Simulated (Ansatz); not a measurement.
```xyz
10

In   -0.0006    0.0000   -0.0249
N     2.0538   -0.0050   -0.2982
H     2.5068   -0.8441    0.0875
H     2.5181    0.7998    0.1429
N    -1.0257    1.7863   -0.2566
H    -1.9493    1.7794    0.1960
H    -0.5201    2.5914    0.1360
N    -1.0372   -1.7773   -0.2736
H    -0.5634   -2.5810    0.1595
H    -1.9824   -1.7495    0.1312
```

Geometry: PBE-D4/def2-SVP; core potentials replace the inner electrons of In.

Theory: RKS PBE0-D4/def2-TZVP in Ansatz.

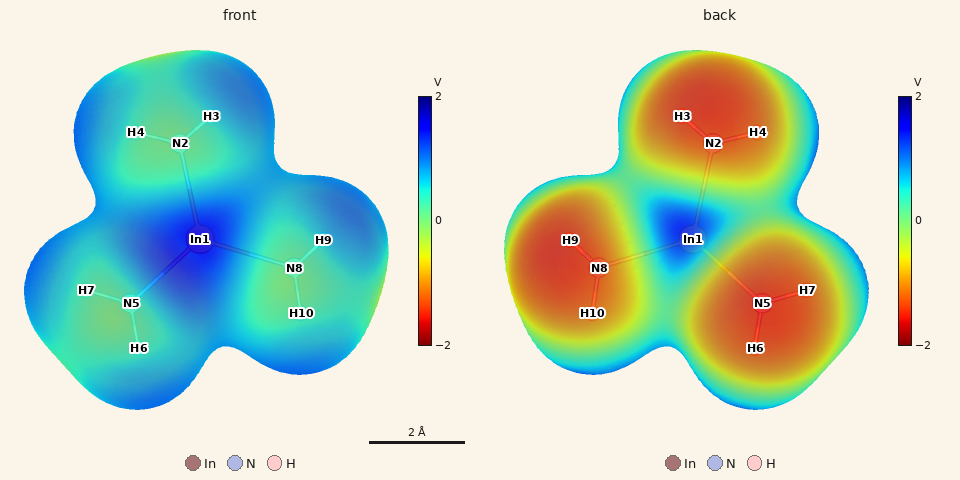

H6InN3 (In(NH2)3). The molecular electrostatic potential painted on the density surface at 0.001 e/bohr³, seen from the front and from behind; red is negative and blue positive.

Where is the surface potential most negative and most positive?

The most negative region (about −1.5 V) lies over N2, N5 and N8, the most positive (about +1.5 V) over In1.
